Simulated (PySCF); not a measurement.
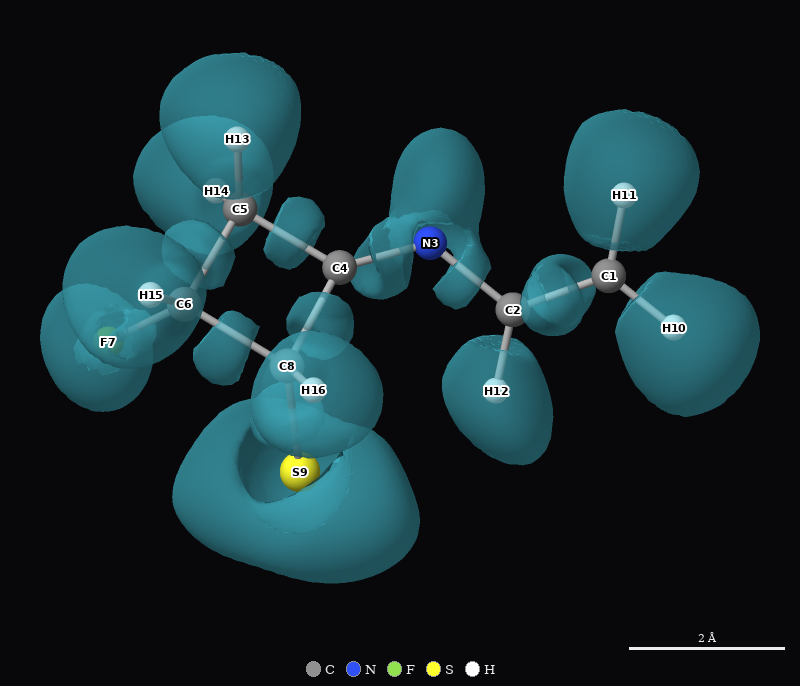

C$_{6}$H$_{7}$FNS (doublet). Isosurface of the ELF at 0.75 (cyan), seen across its widest extent. Core shells and regions of very low density are left out.

Geometry: GFN2-xTB.

All numbers below come from UKS B3LYP, pcH-1 on C F H N S, non-relativistic, mean-field spin-orbit, GIAO in PySCF 2.14.0, density-fitted response routines.

```xyz
16

C     3.1184   -0.8432    0.7062
C     1.8821   -0.8260    0.2221
N     1.1588    0.3409    0.1528
C    -0.0862    0.4173    0.1357
C    -1.0240    1.5640   -0.0652
C    -2.2092    0.6062    0.1467
F    -3.0630    0.5408   -0.9124
C    -1.2331   -0.5892    0.2940
S    -1.2237   -1.8494   -0.9632
H     3.6899   -1.7521    0.7469
H     3.5747    0.0525    1.0896
H     1.4050   -1.7209   -0.1772
H    -0.9298    2.3785    0.6495
H    -0.9863    1.9695   -1.0764
H    -2.8202    0.7930    1.0349
H    -1.2608   -1.0730    1.2721
```

Describe the localisation domains.

The ELF exceeds this value in five regions between bonded C–C atoms (shared pairs), one region between bonded C–S atoms (shared pairs), seven regions around hydrogen nuclei, one region on N in which the atom's valence shell and bonds are merged, one ring or bowl of non-bonding electrons around F and one ring or bowl of non-bonding electrons around S.

Values along the shortest contacts:
C–N (1.25 Å): the ELF peaks at about 0.90 between the atoms (a short, multiple covalent bond). C–C (1.33 Å): the ELF peaks at about 0.95 between the atoms: a multiple bond.
